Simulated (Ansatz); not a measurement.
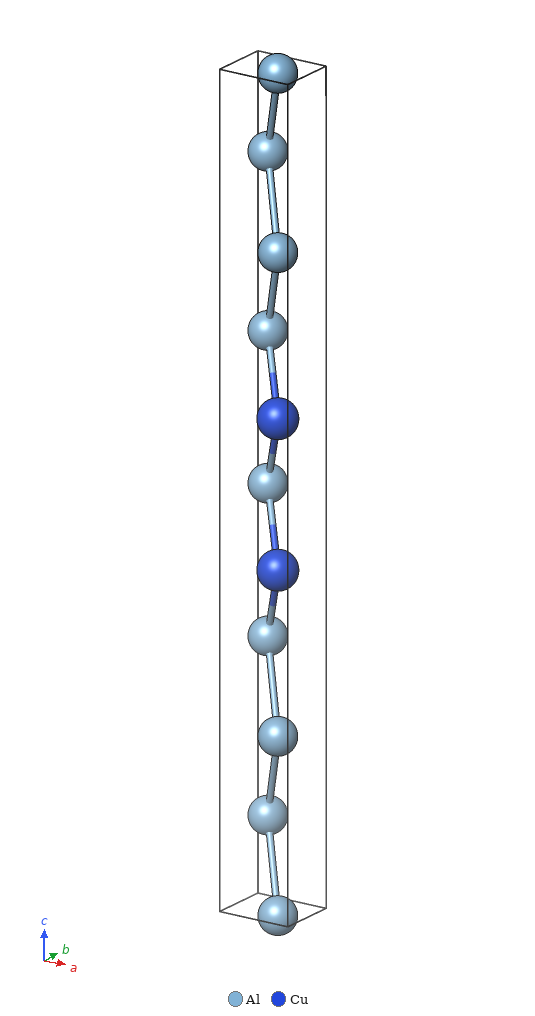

Ball-and-stick drawing of the structure, looking slightly off an axis. One simulation cell is outlined, and atoms on its boundary appear in each equivalent place.

```
CELL_PARAMETERS angstrom
2.82409 0.00000 0.00000
-1.41204 2.44573 0.00000
0.00000 0.00000 22.43095
ATOMIC_POSITIONS crystal
Al 0.33333 0.66667 0.89405
Al 0.33333 0.66667 0.10595
Al 0.33333 0.66667 0.31869
Al 0.33333 0.66667 0.50000
Al 0.33333 0.66667 0.68131
Al 0.66667 0.33333 0.00000
Al 0.66667 0.33333 0.21281
Al 0.66667 0.33333 0.78719
Cu 0.66667 0.33333 0.41005
Cu 0.66667 0.33333 0.58995
```

Computational set-up: DFT LDA, scalar-relativistic, plane waves, PAW (Ansatz 0.2.0), a 420 eV plane-wave basis, 18×18×2 k-mesh, Gaussian smearing of 0.1 eV, no spin polarisation.

Q: List the Bader charges.

A: Al -0.02 to +0.81 e; Cu -0.76 e.

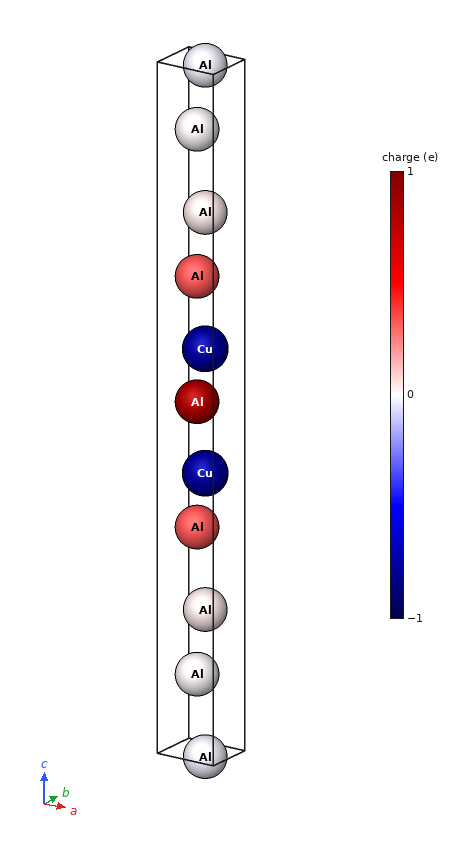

The atoms coloured by those charges.

Starting structure: a structure type filled with these elements by a generator (whether the compound takes this form wasn't checked). Earlier steps of the study, as a rule a relaxation of our own, may have changed the cell and positions, so they can lie some per cent off the listed ones. It went into a calculation with Ansatz.

At this level of theory the run's own cell isn't at rest (stretched, at -5 GPa), so its distances can differ from those at equilibrium, the more so the softer the solid.
